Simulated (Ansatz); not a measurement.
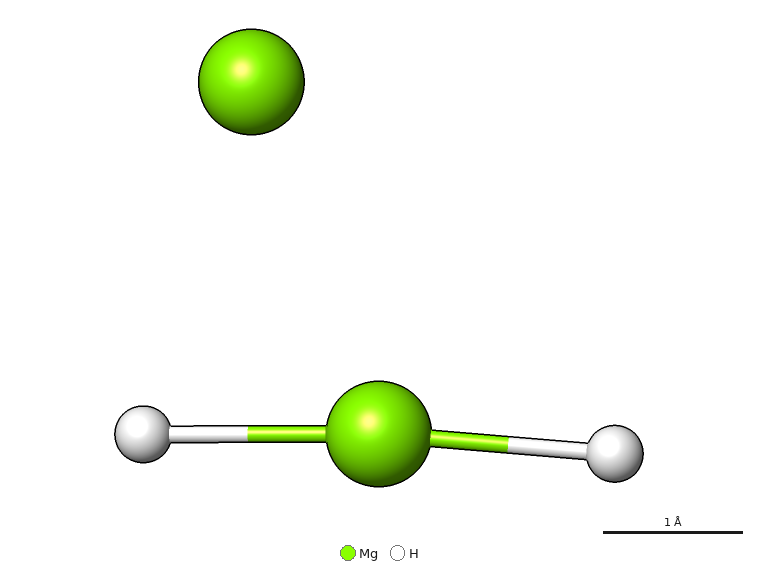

The structure as it stands in the input.

The calculation was set up as follows.

```yaml
crystal:
  periodic: [false, false, false]
  atoms:
    - {symbol: Mg, position_ang: [0.384881, -1.739442, 1.408339]}
    - {symbol: Mg, position_ang: [-0.178476, 0.978782, -0.581360]}
    - {symbol: H, position_ang: [0.299137, -3.100110, 0.368577]}
    - {symbol: H, position_ang: [0.506264, -0.498091, 2.595833]}
basis:
  gaussian: {orbitals: def2-TZVP}
hamiltonian: {xc: pbe0, dispersion: d4}
relax: {f_tol: 0.005, max_steps: 200}
```

Command:

```sh
ansatz run in.yaml --threads 2 --pin off --events-out ev --progress --plain --max-ram 4352MiB
```

Output (its end):

```
664 factors; their error is unknown
mean field -10914.15702473 eV, -401.0878727776 hartree, gradient 1.1e-5 eV, S^2 0.000000; 1 other end points of the search recorded, 0 dependent functions left out
the calculation of the forces begins
reference -10914.15705974 eV, -401.0878740640 hartree; 13, 13 occupied and 63, 63 virtual orbitals, 664 factors
Total energy: -10914.24728754 eV, -401.0911898747 hartree
Atom 0 at     0.392382    -1.687677     1.471360 Å, force    -0.000442     0.000718    -0.002148 eV/Å
Atom 1 at    -0.205374     0.875993    -0.772948 Å, force     0.000240    -0.001040     0.000899 eV/Å
Atom 2 at     0.269687    -2.912711     0.283377 Å, force    -0.000060    -0.001020    -0.000755 eV/Å
Atom 3 at     0.555111    -0.634465     2.809600 Å, force     0.000261     0.001341     0.002004 eV/Å
Dipole moment:    -0.069052     0.296216    -0.259232 e Å
```
